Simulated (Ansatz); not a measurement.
# Stretching the linear Pt chain, part 3 of 3

Does stretching change the magnetism or the channel count of the linear Pt chain?

Ansatz 0.2.0; DFT PBE, plane waves, PAW; relaxation of a chain's period (the session's first sound run).

So far, conductance of the lead as this run defines it (G₀): 4.00 in steps 3, 6, 7, 8 and 9.

## 10. At a set period, period over the relaxed period 1.2, k-mesh 1×1×29

Level of this step: DFT PBE, plane waves, PAW; channels and complex bands of a perfect chain (Ansatz).

The period is set to 1.2 times the relaxed one: longer bonds narrow the bands.

The cell differs from the one that the last finished run ended in (c 2.657 → 2.822 Å).

File input.yaml:

```yaml
crystal:
  lattice:
    - [7.5, 0.0, 0.0]
    - [0.0, 7.5, 0.0]
    - [0.0, 0.0, 2.8218194215]
  atoms:
    - { symbol: Pt, position: [0.5, 0.5, 0.0], spin: 0.6 }
magnetization:
  spin_polarized: true
kpoints:
  mp_grid: { grid: [1, 1, 29] }
scf:
  occupations: { method: fermi_dirac, width: 0.05 }
hamiltonian:
  xc: pbe
output:
  transmission:
    e_range: [-2, 2]
    de: 0.035
    kmesh: [1, 1]
    reduced_basis: true
    leads: [[0, 0]]
  stress: true
```

Started as:

```
> ansatz run input.yaml --threads 4 --pin off --max-ram 8192MiB --backend cpu --events-out ev --progress --plain --runs-dir out
```

Numbers of over 12 decimals in the logs are rounded to 6 here.

Output:

```text
[...]
Crystal: 1 atoms, lattice volume = 158.727 Å³
Basis set: ecut = 420 eV, 3129 PW (Γ)
Bands: 14, of which v1, the nominal top of the filled ones, is band 9 counted from 1 (8 counted from 0)
Symmetry: 16 space group operations
[...]
k-points: 15 of 29
[...]
Starting moments: Σ|m| = 0.6 μB on 1 of 1 site
[...]
--- Transmission ---
  basis      : 497 plane waves across, 4 finite elements along
  points     : 1, standing for a mesh of 1 x 1
[...]
crystal 0  : Pt1, at the sites [0, 0], period 2.8218 Å: whole cells are its period
[...]
filled         : 17.7 meV over the level at which it is neutral
    channels       : 1.000000e0 up, 4.000000e0 down
[...]
[key lines of the parts left out:]
SCF converged after 11 iterations
Magnetization: 1.1833 μB (9.5916 up, 8.4084 down)
Free energy (F): -12519.563965 eV
Fermi energy:    -3.436545 eV
P = ⅓ Tr σ = -2.1329 GPa (-21.329 kbar)
```

It took 12 s on 4 threads of Arm Neoverse V2, shared host; peak memory 0.4 GiB; 42 s of CPU time.

At the computed energy nearest the Fermi level there are 1 spin-up and 4 spin-down channels, and the thermal average gives 2.88 G₀. The change of length costs 0.872 eV a cell and leaves an absolute moment of 1.18 μB a cell.

Between step 3 and this run (period over the relaxed period 1.2 and k-mesh 1×1×29) the value for the conductance of the lead as this run defines it moves from 4.00 G₀ to 2.88 G₀ (-28 %).

## 11. The chain at a fixed length, period over the relaxed period 1.3, k-mesh 1×1×27

The period is set to 1.3 times the relaxed one: longer bonds narrow the bands.

The cell differs from the one that the last finished run ended in (c 2.822 → 3.057 Å).

input.yaml: that of step 10 with these lines changed.

```diff
@@ -4,3 +4,3 @@
     - [0.0, 7.5, 0.0]
-    - [0.0, 0.0, 2.8218194215]
+    - [0.0, 0.0, 3.0569710399]
   atoms:
@@ -10,3 +10,3 @@
 kpoints:
-  mp_grid: { grid: [1, 1, 29] }
+  mp_grid: { grid: [1, 1, 27] }
 scf:
```

Output:

```text
[...]
Crystal: 1 atoms, lattice volume = 171.955 Å³
Basis set: ecut = 420 eV, 3363 PW (Γ)
Bands: 14, of which v1, the nominal top of the filled ones, is band 9 counted from 1 (8 counted from 0)
Symmetry: 16 space group operations
[...]
k-points: 14 of 27
[...]
Starting moments: Σ|m| = 0.6 μB on 1 of 1 site
[...]
--- Transmission ---
  basis      : 497 plane waves across, 4 finite elements along
  points     : 1, standing for a mesh of 1 x 1
[...]
crystal 0  : Pt1, at the sites [0, 0], period 3.0570 Å: whole cells are its period
[...]
filled         : 14.1 meV over the level at which it is neutral
    channels       : 1.000000e0 up, 4.000000e0 down
[...]
[key lines of the parts left out:]
SCF converged after 14 iterations
Magnetization: 1.2242 μB (9.6121 up, 8.3879 down)
Free energy (F): -12519.062489 eV
Fermi energy:    -3.588322 eV
P = ⅓ Tr σ = -1.9828 GPa (-19.828 kbar)
```

Wall time 13 s (4 threads); peak memory 0.41 GiB.

Open channels of the lead against energy, zero at the Fermi level:

```csv
energy (eV),spin up,spin down
-2.000,1,1
-1.790,1,1
-1.615,3,1
-1.405,3,1
-1.195,3,1
-0.985,3,3
-0.810,6,3
-0.600,4,3
-0.390,1,3
-0.215,1,6
-0.005,1,4
0.205,1,3
0.415,1,1
0.590,1,1
0.800,1,1
1.010,1,1
1.185,1,1
1.395,1,1
1.605,1,1
1.815,1,1
```

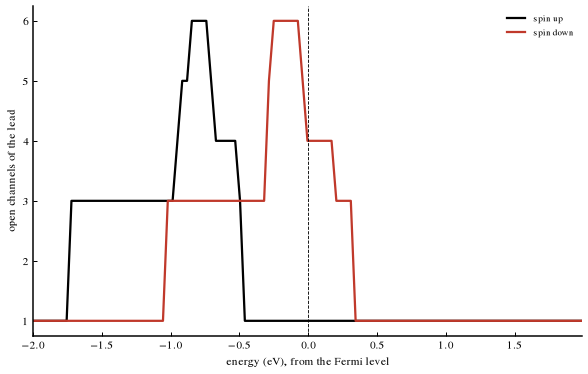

Open channels of the lead against energy.

At the computed energy nearest the Fermi level there are 1 spin-up and 4 spin-down channels, and the thermal average gives 2.80 G₀. The change of length costs 1.380 eV a cell and leaves an absolute moment of 1.22 μB a cell.

## 12. Comparing the runs

Times are for 4 threads of Arm Neoverse V2, shared host. Results by setting:

```csv
no.,period over the relaxed period,conductance of the lead as this run defines it (G₀),absolute moment (μB),energy at zero smearing less the lowest (eV),time,memory (GiB)
1,0.88,4.000,0,1.149,18 s,0.44
2,0.92,4.000,0,0.4316,16 s,0.43
3,0.96,4.000,0,0.08755,15 s,0.42
4,1,4.000,0,0,15 s,0.42
5,1.04,4.000,0,0.06962,21 s,0.48
6,1.08,4.000,0,0.2347,20 s,0.46
7,1.13,3.997,0,0.5040,27 s,0.48
8,1.2,2.877,1.184,0.8717,12 s,0.4
9,1.3,2.803,1.224,1.380,13 s,0.41
```

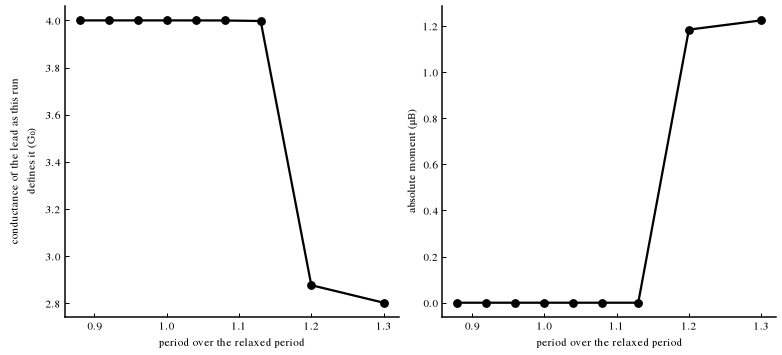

The series as plots.

## 13. Summary of results

| Item | Value |
| --- | --- |
| relaxed cell length | 2.352 Å |
| conductance at period × 0.88 | 4.00 G₀ |
| conductance at period × 1.0 | 4.00 G₀ |
| conductance at period × 1.13 | 4.00 G₀ |
| conductance at period × 1.3 | 2.80 G₀ |
| absolute moment at period × 0.88 | 0 μB |
| absolute moment at period × 1.0 | 0 μB |
| absolute moment at period × 1.3 | 1.22 μB |

What this shows: In these runs no moment survives at the shortest period, and one is present from a factor of 1.2 on: longer bonds narrow the bands, which favours exchange splitting. The conductance goes from 4.00 G₀ at the shortest period to 2.80 G₀ at the longest, while the magnetic state changes too. Transport is coherent and elastic here: the atoms are frozen, so scattering by vibrations plays no part. Spin-orbit coupling is left out, which matters for the bands of heavy atoms. No search over magnetic orders was made; another may lie lower. For the perfect chain only parallel moments were started; its antiparallel and spiral orders were not tested. Conductances of a perfect chain off the multiples of half a G0 come from band edges within the thermal window; the square box also splits pairs of bands that an isolated chain keeps degenerate, which moves such edges. The lead's cell of one atom keeps the chain straight and evenly spaced; a zigzag or dimerised form may lie lower.

[Logs are printed without paths, hosts, clocks, repeated set-up lines and the standing remarks that a program may print on its own settings, such as how far it seeks lower states.]

[Hosts, paths, dates, database ids (printed as entryN), source tags and the programs' standing remarks are cut or masked in the printed files.]
